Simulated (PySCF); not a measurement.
**SnNH3S (SMILES [NH2][Sn][SH]): MP2/ccECP-cc-pVTZ (core potential)**

Aim: the vertical ionisation energy of SnNH3S at MP2/ccECP-cc-pVTZ (core potential), from 2 runs. Input form: a Python script.

The results are computed with PySCF 2.14.0.

### Step 1. Starting point

The species is SnNH3S (6 atoms), meant as a singlet with charge 0. SMILES: `[NH2][Sn][SH]`. Geometry: relaxed at PBE0-D4/def2-TZVP. This is one conformer, not always the lowest.

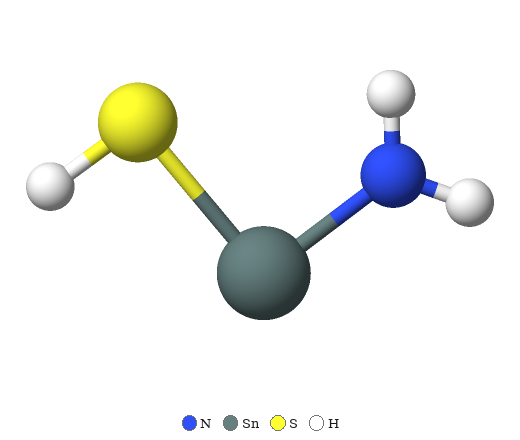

Viewed from a chosen angle; nitrogen blue, tin teal, sulfur yellow, hydrogen white.

### Step 2. The energy at MP2/ccECP-cc-pVTZ (core potential)

The input, geometry.xyz:

```xyz
6

N     -0.904800     0.210400    -0.976700
Sn     0.273800    -1.207500    -0.176300
S      1.180300     0.331600     1.490700
H     -0.964800     1.167500    -0.664900
H     -1.517000     0.035700    -1.757600
H      1.974500    -0.601600     2.038700
```

The input, calc.py:

```python
from pyscf import gto, scf, mp

mol = gto.M(
    atom='geometry.xyz',
    basis='ccecp-cc-pvtz',
    charge=0,
    spin=0,
    ecp={'N': 'ccecp', 'Sn': 'ccecp', 'S': 'ccecp', 'H': 'ccecp'},
    verbose=3,
    max_memory=1860,
)

calc0 = scf.RHF(mol)
calc0.conv_tol = 1e-10
calc0.kernel()
if not calc0.converged:
    calc0 = calc0.newton().run(calc0.mo_coeff, calc0.mo_occ)

pt = mp.MP2(calc0).run()
e_final = pt.e_tot
print(f'total energy: {e_final:.8f} hartree')
```

Command:

```
$ OMP_NUM_THREADS=1 python calc.py
```

The log of the run:

```text
converged SCF energy = -24.7687017428687
E(RMP2) = -25.2595000686908  E_corr = -0.490798325822065
E(SCS-RMP2) = -25.2609306736961  E_corr = -0.492228930827328
total energy: -25.25950007 hartree
```

It took 7.5 s on 1 thread of Arm Neoverse V2, shared host; peak memory 0.45 GiB.

### Step 3. The doublet cation

The input, calc.py:

```python
from pyscf import gto, scf, mp

mol = gto.Mole()
mol.atom = '''
N     -1.709824     0.397598    -1.845696
Sn     0.517407    -2.281844    -0.333159
S      2.230444     0.626633     2.817015
H     -1.823208     2.206255    -1.256479
H     -2.866715     0.067463    -3.321383
H      3.731264    -1.136859     3.852585
'''
mol.basis = 'ccecp-cc-pvtz'
mol.unit = 'bohr'
mol.ecp = {'N': 'ccecp', 'Sn': 'ccecp', 'S': 'ccecp', 'H': 'ccecp'}
mol.spin = 1
mol.max_memory = 1860
mol.charge = 1
mol.verbose = 3
mol.build()

myscf = scf.UHF(mol)
myscf.conv_tol = 1e-10
myscf.kernel()
if not myscf.converged:
    myscf = myscf.newton().run(myscf.mo_coeff, myscf.mo_occ)

pt = mp.MP2(myscf).run()
etot = pt.e_tot
print('E(%s) = %.9f' % ('MP2', etot))
```

Command:

```
$ OMP_NUM_THREADS=1 python calc.py
```

The log of the run:

```text
converged SCF energy = -24.4695721548923  <S^2> = 0.82193187  2S+1 = 2.0706829
E(UMP2) = -24.9300288087001  E_corr = -0.460456653807855
E(SCS-UMP2) = -24.9309119675584  E_corr = -0.461339812666138
E(MP2) = -24.930028809
```

It took 14 s on 1 thread of Arm Neoverse V2, shared host; peak memory 0.46 GiB.

### Step 4. Outcome

Level: MP2/ccECP-cc-pVTZ (core potential).

| quantity | value |
| --- | --- |
| singlet SnNH3S: total energy | -25.25950 Eh |
| singlet SnNH3S: dipole moment (Hartree–Fock density) | 2.03 D |
| singlet SnNH3S: HOMO energy (Hartree–Fock orbitals) | -9.00 eV |
| singlet SnNH3S: LUMO energy (Hartree–Fock orbitals) | 0.84 eV |
| singlet SnNH3S: HOMO–LUMO gap (Hartree–Fock orbitals) | 9.85 eV |
| singlet SnNH3S: correlation energy | -490.8 mEh |
| doublet cation: total energy | -24.93003 Eh |
| doublet cation: HOMO energy (Hartree–Fock orbitals) (highest over α and β) | -15.60 eV |
| doublet cation: LUMO energy (Hartree–Fock orbitals) (lowest over α and β) | -7.28 eV |
| doublet cation: correlation energy | -460.5 mEh |
| doublet cation: ⟨S²⟩ of the reference determinant | 0.822 |
| vertical ionisation energy (to the doublet cation) | 8.965 eV |

What this shows: The vertical ionisation energy comes to 8.97 eV (865 kJ/mol). Mulliken charges (singlet SnNH3S) of the mean-field density run from -0.70 on N1 to +0.56 on Sn2.
